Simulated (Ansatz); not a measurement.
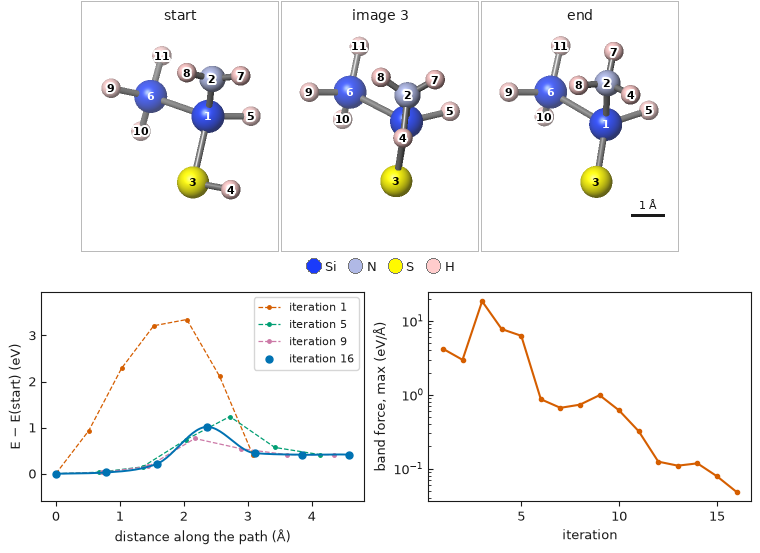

NEB run on Si$_{2}$NH$_{7}$S. Images are numbered from 0 (start) to 6 (end). The plot follows the band through its iterations. A ball-and-stick model, seen from a free direction.

The calculation used RKS PBE0-D4/def2-SVP in Ansatz. Settings: 5 movable images; climbing image.

Judge this run.

The run is converged, with reservations. The band converged in 16 iterations. The largest component of the band force went from 4.2 to 0.048 eV/Å. The climbing image converged on the top of the path. Its curvatures weren't checked. The largest force component is 0.28 eV/Å at the start and 0.25 eV/Å at the end; an end with forces this large is no minimum, and the barrier measured from it can be far off. The first iteration put the highest image at 3.34 eV. The energy climbs by 1.02 eV to image 3 and then falls by 0.60 eV, so the end point sits at +0.41 eV.

Cost: 2.4 min on 4 threads of Arm Neoverse V1 (shared host).
